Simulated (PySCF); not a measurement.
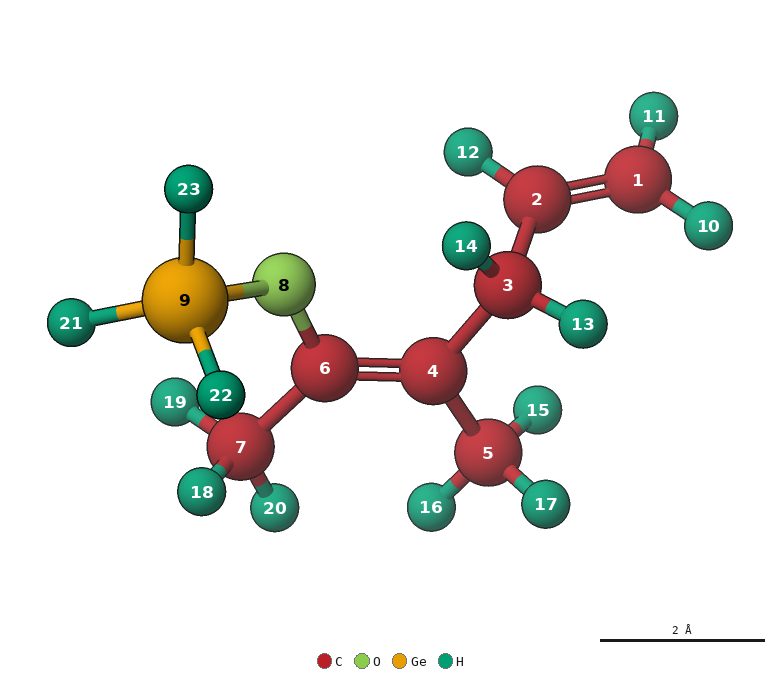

Numbered structure. The computed structure is the end point of a PBE0-D3(BJ)/def2-SVP optimisation. No frequency run is at hand to confirm it as a minimum.

> What is the geometry at C6?

C6 has 3 neighbours (C4 at 1.35, C7 at 1.50, O8 at 1.37 Å); the arrangement is trigonal planar.

> How are the neighbours of atom 8 arranged?

O8 has 2 neighbours (C6 at 1.37, Ge9 at 1.80 Å); the arrangement is bent.

> How are the neighbours of atom 1 arranged?

C1 has 3 neighbours (C2 at 1.33, H10 at 1.10, H11 at 1.09 Å); the arrangement is trigonal planar.

> How are the neighbours of atom 4 arranged?

C4 has 3 neighbours (C3 at 1.51, C5 at 1.50, C6 at 1.35 Å); the arrangement is trigonal planar.

> What is the dihedral angle C1–C2–C3–C4?

116° in size, that is anticlinal.
